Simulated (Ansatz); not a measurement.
# CH₃Ge (doublet): one geometry, many settings at twist about Ge1–C2 = 180.0°

What do other methods and options give for CH₃Ge (doublet) at this geometry, and how long do they take?

The runs use Ansatz 0.2.0, Gaussian basis; the settings change from run to run.

16 further runs of the same task are left out: 1 for a mislabelled method, 14 that didn't finish, 1 set aside as unsound or not needed.

## Step 1: What is computed

The geometry derives from a PBE0/def2-TZVP stationary point (not a proven minimum). One half is turned about the bond named; the halves are rigid. No spin-orbit coupling is included. The filled d shell of Ge may be among the frozen orbitals whatever the setting's name suggests; the logs give the count.

5 atoms, charge 0, spin multiplicity 2.

Atoms are counted from 1 here; the program's logs count them from 0.

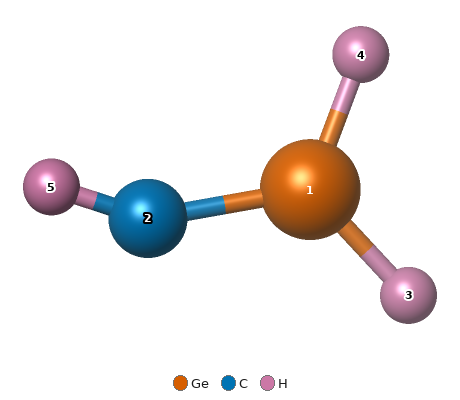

The structure; germanium orange, carbon blue, hydrogen pink; atoms are numbered from 1 in the order of the file.

## Step 2: CISD/cc-pVDZ

The input, in.yaml:

```yaml
crystal:
  periodic: [false, false, false]
  atoms:
    - {symbol: Ge, position_ang: [0.000000, 0.020818, 0.251569]}
    - {symbol: C, position_ang: [0.000000, -0.081078, -1.495918]}
    - {symbol: H, position_ang: [0.000000, 1.347872, 1.010329]}
    - {symbol: H, position_ang: [0.000000, -1.241440, 1.101662]}
    - {symbol: H, position_ang: [0.000000, -0.640574, -2.416546]}
basis:
  gaussian: {orbitals: cc-pVDZ}
magnetization: {spin_polarized: false, initial_magnetization: 1}
correlation: {active_space: {ras: {orbitals: [5, 1, 35], electrons: 11, max_holes: 2, max_particles: 2}, fixed_orbitals: true}}
scf: {lower_state_search: off}
```

The run is started by

```sh
> ansatz run in.yaml --threads 1 --pin off --events-out ev --progress --plain --max-ram 2393MiB
```

The program printed:

```text
Functional definition: HF
  name "HF"
  cite "Fock, Z. Phys. 61, 126 (1930) doi:10.1007/BF01340294"
  parent pbe
  exchange = exact_x
  correlation = 0
these checks for a lower state are left out or cut short: stability, starts, cluster_reference, orbital_swaps, neighbouring_geometries, increment
590 factors; integrals over basis functions are off by at most 1.0e-3 eV
mean field evaluation 1: about -57544.9025 eV, gradient 2.0e1 eV
mean field evaluation 2: about -57544.9046 eV, gradient 2.0e1 eV
mean field evaluation 4: about -57546.7503 eV, gradient 2.8e0 eV
mean field evaluation 8: about -57546.8066 eV, gradient 8.6e-4 eV
mean field -57546.80664217 eV, -2114.8061374733 hartree, gradient 2.8e-6 eV, S^2 0.750000; 0 other end points of the search recorded, 0 dependent functions left out
reference -57546.80664217 eV, -2114.8061374733 hartree; 21, 20 occupied and 35, 36 virtual orbitals, 590 factors
state -57552.93002947 eV, -2115.0311678058 hartree
Total energy: -57552.93002947 eV, -2115.0311678058 hartree
Checks for a lower state left out: stability, starts, cluster_reference, orbital_swaps, neighbouring_geometries, increment
```

Wall time 2.5 s (1 thread of Arm Neoverse V1, shared host).

From the report: 42,765 determinants.

## Step 3: BCCD on UHF/STO-3G

The input, in.yaml:

```yaml
crystal:
  periodic: [false, false, false]
  atoms:
    - {symbol: Ge, position_ang: [0.000000, 0.020818, 0.251569]}
    - {symbol: C, position_ang: [0.000000, -0.081078, -1.495918]}
    - {symbol: H, position_ang: [0.000000, 1.347872, 1.010329]}
    - {symbol: H, position_ang: [0.000000, -1.241440, 1.101662]}
    - {symbol: H, position_ang: [0.000000, -0.640574, -2.416546]}
basis:
  gaussian: {orbitals: STO-3G}
magnetization: {spin_polarized: true, initial_magnetization: 1}
correlation: {method: bccd, electrons: outside_noble_gas}
accuracy: high
```

Same command.

The program printed, cut to the lines that bear on the results:

```text
Functional definition: HF
  name "HF"
  cite "Fock, Z. Phys. 61, 126 (1930) doi:10.1007/BF01340294"
  parent pbe
[...]
379 factors; integrals over basis functions are off by at most 1.4e-8 eV
[...]
mean field -56892.96932797 eV, -2090.7780593631 hartree, gradient 1.8e-8 eV, S^2 1.432236; 6 other end points of the search recorded, 0 dependent functions left out
determinant -56892.96932797 eV, -2090.7780593631 hartree, with singles and doubles -56895.72966571 eV, -2090.8794999042 hartree
determinant -56891.92094679 eV, -2090.7395320656 hartree, with singles and doubles -56895.76012855 eV, -2090.8806193927 hartree
determinant -56889.85974728 eV, -2090.6637843805 hartree, with singles and doubles -56891.75434565 eV, -2090.7334095865 hartree
determinant -56889.85422107 eV, -2090.6635812960 hartree, with singles and doubles -56892.40389800 eV, -2090.7572801952 hartree
determinant -56892.96932797 eV, -2090.7780593631 hartree, with singles and doubles -56895.76403400 eV, -2090.8807629156 hartree
determinant -56891.92094679 eV, -2090.7395320656 hartree, with singles and doubles -56895.78795111 eV, -2090.8816418531 hartree
15 core orbitals not correlated, not the lowest: weight in the atoms' cores, before any rotation towards them, 0.815 or more for the frozen orbitals, at most 0.170 for the correlated occupied ones
reference -56892.96932797 eV, -2090.7780593631 hartree; 6, 5 occupied and 5, 6 virtual orbitals, 379 factors
second order -1.51575164 eV of doubles, -0.00000000 eV of singles
cycle   1  -2.95668092 eV  change   -1.6e-1 eV  update   6.0e-2
[...]
cycle  27  -2.81855404 eV  change   8.0e-10 eV  update  2.3e-10
Total energy: -56895.78788201 eV, -2090.8816393136 hartree
```

It took 1.3 s on 1 thread of Arm Neoverse V1, shared host.

From the report: ⟨S²⟩ of the determinant 1.432 (pure doublet: 0.75); correlation -2.8186 eV; largest double amplitude 0.27. The determinant is far from a pure spin state, so its energy mixes those of several spin states (harmless only where they are near-degenerate, as at dissociation).

## Step 4: FCI/STO-3G

in.yaml, as its differences from that of step 3:

```diff
@@ -10,4 +10,5 @@
   gaussian: {orbitals: STO-3G}
-magnetization: {spin_polarized: true, initial_magnetization: 1}
-correlation: {method: bccd, electrons: outside_noble_gas}
+magnetization: {spin_polarized: false, initial_magnetization: 1}
+correlation: {method: fci, electrons: outside_noble_gas}
 accuracy: high
+output: {forces: true}
```

Same command.

The program printed, cut to the lines that bear on the results:

```text
Functional definition: HF
  name "HF"
  cite "Fock, Z. Phys. 61, 126 (1930) doi:10.1007/BF01340294"
  parent pbe
[...]
379 factors; integrals over basis functions are off by at most 1.4e-8 eV
[...]
mean field -56891.88732687 eV, -2090.7382965561 hartree, gradient 2.3e-8 eV, S^2 0.750000; 0 other end points of the search recorded, 0 dependent functions left out
[...]
unrestricted determinant -56892.96932797 eV, -2090.7780593631 hartree, S^2 1.4322
15 core orbitals not correlated, not the lowest: weight in the atoms' cores, before any rotation towards them, 0.877 or more for the frozen orbitals, at most 0.120 for the correlated occupied ones
reference -56891.88732687 eV, -2090.7382965561 hartree; 6, 5 occupied and 5, 6 virtual orbitals, 379 factors
state -56895.84689331 eV, -2090.8838079391 hartree
[...]
Total energy: -56895.84689331 eV, -2090.8838079391 hartree
Atom 0 at     0.000000     0.020818     0.251569 Å, force     0.000000    -0.276295    -1.567220 eV/Å
Atom 1 at     0.000000    -0.081078    -1.495918 Å, force     0.000000     1.197877     3.741106 eV/Å
Atom 2 at     0.000000     1.347872     1.010329 Å, force    -0.000000    -1.275785    -0.803683 eV/Å
Atom 3 at     0.000000    -1.241440     1.101662 Å, force     0.000000     1.088108    -0.604691 eV/Å
Atom 4 at     0.000000    -0.640574    -2.416546 Å, force    -0.000000    -0.733904    -0.765512 eV/Å
Dipole moment:    -0.000000    -0.017180     0.073431 e Å
```

Wall time 1.8 s (1 thread of Arm Neoverse V1, shared host).

From the report: 107,604 determinants, symmetry A'.

## Step 5: CCSD on UHF/cc-pVDZ

in.yaml, as its differences from that of step 4:

```diff
@@ -9,6 +9,5 @@
 basis:
-  gaussian: {orbitals: STO-3G}
-magnetization: {spin_polarized: false, initial_magnetization: 1}
-correlation: {method: fci, electrons: outside_noble_gas}
-accuracy: high
-output: {forces: true}
+  gaussian: {orbitals: cc-pVDZ}
+magnetization: {spin_polarized: true, initial_magnetization: 1}
+correlation: {method: ccsd, electrons: outside_noble_gas}
+scf: {lower_state_search: off}
```

Launched as before.

The program printed, cut to the lines that bear on the results:

```text
Functional definition: HF
  name "HF"
  cite "Fock, Z. Phys. 61, 126 (1930) doi:10.1007/BF01340294"
  parent pbe
[...]
590 factors; integrals over basis functions are off by at most 1.0e-3 eV
[...]
mean field -57547.32127990 eV, -2114.8250500609 hartree, gradient 2.5e-6 eV, S^2 1.284089; 0 other end points of the search recorded, 0 dependent functions left out
15 core orbitals not correlated: weight in the atoms' cores, before any rotation towards them, 0.998 or more for the frozen orbitals, at most 0.001 for the correlated occupied ones
reference -57547.32127990 eV, -2114.8250500609 hartree; 6, 5 occupied and 35, 36 virtual orbitals, 590 factors
second order -4.91204467 eV of doubles, -0.00000000 eV of singles
cycle   1  -5.60279723 eV  change   -6.9e-1 eV  update   8.6e-2
[...]
cycle  13  -6.19412115 eV  change    8.0e-6 eV  update   1.0e-5
Total energy: -57553.51540105 eV, -2115.0526798145 hartree
Checks for a lower state left out: stability, starts, cluster_reference, orbital_swaps, neighbouring_geometries, increment
```

Run time: 1.4 s. Hardware: 1 thread of Arm Neoverse V1, shared host.

From the report: ⟨S²⟩ of the determinant 1.284 (pure doublet: 0.75); correlation -6.1941 eV; T1 0.065; largest double amplitude 0.17. The determinant is far from a pure spin state, so its energy mixes those of several spin states (harmless only where they are near-degenerate, as at dissociation).

## Step 6: MRCISD+Q(relaxed)(3,6)/STO-3G

in.yaml, as its differences from that of step 5:

```diff
@@ -9,5 +9,4 @@
 basis:
-  gaussian: {orbitals: cc-pVDZ}
-magnetization: {spin_polarized: true, initial_magnetization: 1}
-correlation: {method: ccsd, electrons: outside_noble_gas}
-scf: {lower_state_search: off}
+  gaussian: {orbitals: STO-3G}
+magnetization: {spin_polarized: false, initial_magnetization: 1}
+correlation: {method: fic_mrcisd_q_relaxed, electrons: valence, active_space: {window: {electrons: 3, orbitals: 6}}}
```

Launched as before.

The program printed, cut to the lines that bear on the results:

```text
Functional definition: HF
  name "HF"
  cite "Fock, Z. Phys. 61, 126 (1930) doi:10.1007/BF01340294"
  parent pbe
[...]
283 factors; integrals over basis functions are off by at most 3.5e-5 eV
[...]
mean field -56891.88724631 eV, -2090.7382935955 hartree, gradient 7.1e-6 eV, S^2 0.750000; 0 other end points of the search recorded, 0 dependent functions left out
reference -56891.88724631 eV, -2090.7382935955 hartree; 21, 20 occupied and 5, 6 virtual orbitals, 283 factors
state -56893.36732676 eV, -2090.7926855490 hartree
contracted CI cycle   1: correlation -0.00000000 eV, -0.0000000000 hartree, residual 9.98e0 eV
contracted CI cycle   2: correlation -2.25813674 eV, -0.0829849946 hartree, residual 2.89e0 eV
contracted CI cycle   3: correlation -2.43978704 eV, -0.0896605201 hartree, residual 9.79e-1 eV
contracted CI cycle   4: correlation -2.46585763 eV, -0.0906185966 hartree, residual 3.78e-1 eV
contracted CI cycle   5: correlation -2.46859099 eV, -0.0907190457 hartree, residual 1.47e-1 eV
contracted CI cycle   6: correlation -2.46911535 eV, -0.0907383156 hartree, residual 5.12e-2 eV
contracted CI cycle   7: correlation -2.46918504 eV, -0.0907408764 hartree, residual 2.00e-2 eV
contracted CI cycle   8: correlation -2.46919515 eV, -0.0907412481 hartree, residual 7.20e-3 eV
contracted CI cycle   9: correlation -2.46919629 eV, -0.0907412899 hartree, residual 2.67e-3 eV
contracted CI cycle  10: correlation -2.46919645 eV, -0.0907412960 hartree, residual 9.61e-4 eV
state -56893.36732676 eV, -2090.7926855490 hartree; corrected -56896.00846372 eV, -2090.8897455419 hartree
Total energy: -56896.00846372 eV, -2090.8897455419 hartree
```

Wall time 1.3 s (1 thread of Arm Neoverse V1, shared host).

From the report: 44 determinants; active occupations 1.79, 1.00, 0.21, 0.00, 0.00, 0.00.

## Step 7: MP2 on UHF/cc-pVDZ

in.yaml, as its differences from that of step 6:

```diff
@@ -9,4 +9,6 @@
 basis:
-  gaussian: {orbitals: STO-3G}
-magnetization: {spin_polarized: false, initial_magnetization: 1}
-correlation: {method: fic_mrcisd_q_relaxed, electrons: valence, active_space: {window: {electrons: 3, orbitals: 6}}}
+  gaussian: {orbitals: cc-pVDZ}
+magnetization: {spin_polarized: true, initial_magnetization: 1}
+correlation: {method: mp2, electrons: outside_noble_gas}
+scf: {lower_state_search: full}
+output: {forces: true}
```

Launched as before.

The program printed, cut to the lines that bear on the results:

```text
Functional definition: HF
  name "HF"
  cite "Fock, Z. Phys. 61, 126 (1930) doi:10.1007/BF01340294"
  parent pbe
[...]
590 factors; integrals over basis functions are off by at most 1.0e-3 eV
[...]
mean field -57547.32127990 eV, -2114.8250500609 hartree, gradient 2.5e-6 eV, S^2 1.284089; 11 other end points of the search recorded, 0 dependent functions left out
15 core orbitals not correlated: weight in the atoms' cores, before any rotation towards them, 0.998 or more for the frozen orbitals, at most 0.001 for the correlated occupied ones
reference -57547.32127990 eV, -2114.8250500609 hartree; 6, 5 occupied and 35, 36 virtual orbitals, 590 factors
second order -4.91204467 eV of doubles, -0.00000000 eV of singles
[...]
Total energy: -57552.23332457 eV, -2115.0055643729 hartree
Atom 0 at     0.000000     0.020818     0.251569 Å, force    -0.000000     0.030548     0.532796 eV/Å
Atom 1 at     0.000000    -0.081078    -1.495918 Å, force    -0.000000     0.382732    -0.247602 eV/Å
Atom 2 at     0.000000     1.347872     1.010329 Å, force    -0.000000    -0.066502    -0.117585 eV/Å
Atom 3 at     0.000000    -1.241440     1.101662 Å, force    -0.000000    -0.091050     0.157123 eV/Å
Atom 4 at     0.000000    -0.640574    -2.416546 Å, force     0.000000    -0.255727    -0.324732 eV/Å
Dipole moment:    -0.000000    -0.053428     0.176483 e Å
```

Wall time 4.7 s (1 thread of Arm Neoverse V1, shared host).

From the report: ⟨S²⟩ of the determinant 1.284 (pure doublet: 0.75). The determinant is far from a pure spin state, so its energy mixes those of several spin states (harmless only where they are near-degenerate, as at dissociation).

## Step 8: NEVPT2(9,6)/cc-pVDZ

in.yaml, as its differences from that of step 7:

```diff
@@ -10,5 +10,3 @@
   gaussian: {orbitals: cc-pVDZ}
-magnetization: {spin_polarized: true, initial_magnetization: 1}
-correlation: {method: mp2, electrons: outside_noble_gas}
-scf: {lower_state_search: full}
-output: {forces: true}
+magnetization: {spin_polarized: false, initial_magnetization: 1}
+correlation: {method: sc_nevpt2, electrons: outside_noble_gas, active_space: {window: {electrons: 9, orbitals: 6}}}
```

Same command.

The program printed:

```text
Functional definition: HF
  name "HF"
  cite "Fock, Z. Phys. 61, 126 (1930) doi:10.1007/BF01340294"
  parent pbe
  exchange = exact_x
  correlation = 0
590 factors; integrals over basis functions are off by at most 1.0e-3 eV
mean field evaluation 1: about -57544.9025 eV, gradient 2.0e1 eV
mean field evaluation 2: about -57544.9046 eV, gradient 2.0e1 eV
mean field evaluation 4: about -57546.7503 eV, gradient 2.8e0 eV
mean field evaluation 8: about -57546.8066 eV, gradient 8.6e-4 eV
mean field evaluation 16: about -57545.4193 eV, gradient 1.5e-5 eV
mean field evaluation 32: about -57545.4193 eV, gradient 2.5e-2 eV
mean field -57546.80664217 eV, -2114.8061374733 hartree, gradient 2.8e-6 eV, S^2 0.750000; 5 other end points of the search recorded, 0 dependent functions left out
reference -57546.80664217 eV, -2114.8061374733 hartree; 21, 20 occupied and 35, 36 virtual orbitals, 590 factors
state -57547.68906753 eV, -2114.8385660070 hartree
state -57547.68906753 eV, -2114.8385660070 hartree; corrected -57552.47065227 eV, -2115.0142860050 hartree
Total energy: -57552.47065227 eV, -2115.0142860050 hartree
```

Run time: 4.1 s. Hardware: 1 thread of Arm Neoverse V1, shared host.

From the report: 44 determinants; active occupations 2.00, 2.00, 2.00, 1.86, 1.00, 0.15.

## Step 9: MP2 on UHF/cc-pVDZ

in.yaml, as its differences from that of step 8:

```diff
@@ -10,3 +10,3 @@
   gaussian: {orbitals: cc-pVDZ}
-magnetization: {spin_polarized: false, initial_magnetization: 1}
-correlation: {method: sc_nevpt2, electrons: outside_noble_gas, active_space: {window: {electrons: 9, orbitals: 6}}}
+magnetization: {spin_polarized: true, initial_magnetization: 1}
+correlation: {method: mp2, electrons: valence}
```

Launched as before.

The program printed, cut to the lines that bear on the results:

```text
Functional definition: HF
  name "HF"
  cite "Fock, Z. Phys. 61, 126 (1930) doi:10.1007/BF01340294"
  parent pbe
[...]
590 factors; integrals over basis functions are off by at most 1.0e-3 eV
[...]
mean field -57547.32127990 eV, -2114.8250500609 hartree, gradient 2.5e-6 eV, S^2 1.284089; 5 other end points of the search recorded, 0 dependent functions left out
10 core orbitals not correlated: weight in the atoms' cores, before any rotation towards them, 1.000 or more for the frozen orbitals, at most 0.000 for the correlated occupied ones
reference -57547.32127990 eV, -2114.8250500609 hartree; 11, 10 occupied and 35, 36 virtual orbitals, 590 factors
second order -5.49365453 eV of doubles, -0.00000000 eV of singles
Total energy: -57552.81493443 eV, -2115.0269381411 hartree
```

Run time: 2.5 s. Hardware: 1 thread of Arm Neoverse V1, shared host.

From the report: ⟨S²⟩ of the determinant 1.284 (pure doublet: 0.75). The determinant is far from a pure spin state, so its energy mixes those of several spin states (harmless only where they are near-degenerate, as at dissociation).

## Step 10: MP2 on ROHF/cc-pVDZ

in.yaml, as its differences from that of step 9:

```diff
@@ -10,3 +10,4 @@
   gaussian: {orbitals: cc-pVDZ}
-magnetization: {spin_polarized: true, initial_magnetization: 1}
+magnetization: {spin_polarized: false, initial_magnetization: 1}
 correlation: {method: mp2, electrons: valence}
+output: {forces: true}
```

Same command.

The program printed, cut to the lines that bear on the results:

```text
Functional definition: HF
  name "HF"
  cite "Fock, Z. Phys. 61, 126 (1930) doi:10.1007/BF01340294"
  parent pbe
[...]
590 factors; integrals over basis functions are off by at most 1.0e-3 eV
[...]
mean field -57546.80664217 eV, -2114.8061374733 hartree, gradient 2.8e-6 eV, S^2 0.750000; 5 other end points of the search recorded, 0 dependent functions left out
unrestricted determinant -57547.32127990 eV, -2114.8250500609 hartree, S^2 1.2841
10 core orbitals not correlated: weight in the atoms' cores, before any rotation towards them, 1.000 or more for the frozen orbitals, at most 0.000 for the correlated occupied ones
reference -57546.80664217 eV, -2114.8061374733 hartree; 11, 10 occupied and 35, 36 virtual orbitals, 590 factors
second order -6.25136421 eV of doubles, -0.06474554 eV of singles
[...]
Total energy: -57553.12275193 eV, -2115.0382502256 hartree
Atom 0 at     0.000000     0.020818     0.251569 Å, force     0.000000     0.043128     0.560304 eV/Å
Atom 1 at     0.000000    -0.081078    -1.495918 Å, force    -0.000000     0.366468    -0.150648 eV/Å
Atom 2 at     0.000000     1.347872     1.010329 Å, force    -0.000000    -0.142815    -0.159065 eV/Å
Atom 3 at     0.000000    -1.241440     1.101662 Å, force    -0.000000    -0.018703     0.121095 eV/Å
Atom 4 at     0.000000    -0.640574    -2.416546 Å, force     0.000000    -0.248077    -0.371686 eV/Å
Dipole moment:    -0.000000    -0.053889     0.156575 e Å
```

It took 2.7 s on 1 thread of Arm Neoverse V1, shared host.

## Step 11: The runs in one table

Where basis and cores are those of an earlier RCCSDT(Q)/cc-pVDZ run (-57553.8297 eV), and the state is the same kind, the miss against it is given.

```
                        level         correlated  functions  energy (eV)  from RCCSDT(Q) (meV)   time
                 CISD/cc-pVDZ  outside noble gas         56  -57552.9300                 899.6  2.5 s
           BCCD on UHF/STO-3G  outside noble gas         26  -56895.7879                        1.3 s
                   FCI/STO-3G  outside noble gas         26  -56895.8469                        1.8 s
          CCSD on UHF/cc-pVDZ  outside noble gas         56  -57553.5154                 314.3  1.4 s
MRCISD+Q(relaxed)(3,6)/STO-3G            valence         26  -56896.0085                        1.3 s
           MP2 on UHF/cc-pVDZ  outside noble gas         56  -57552.2333                1596.3  4.7 s
          NEVPT2(9,6)/cc-pVDZ  outside noble gas         56  -57552.4707                1359.0  4.1 s
           MP2 on UHF/cc-pVDZ            valence         56  -57552.8149                        2.5 s
          MP2 on ROHF/cc-pVDZ            valence         56  -57553.1228                        2.7 s
```

## Step 12: What came out

| quantity | value |
| --- | --- |
| runs | 9 |
| quickest | BCCD on UHF/STO-3G, 1.3 s |
| slowest | MP2 on UHF/cc-pVDZ, 4.7 s |

In words: Total energies in different bases, with other cores or another treatment of relativity can't be set against each other. MP2 on UHF/cc-pVDZ took 4 times as long as BCCD on UHF/STO-3G; the jobs differ in more than the method. Among the correlated runs with a miss given, it spans +314 to +1596 meV.
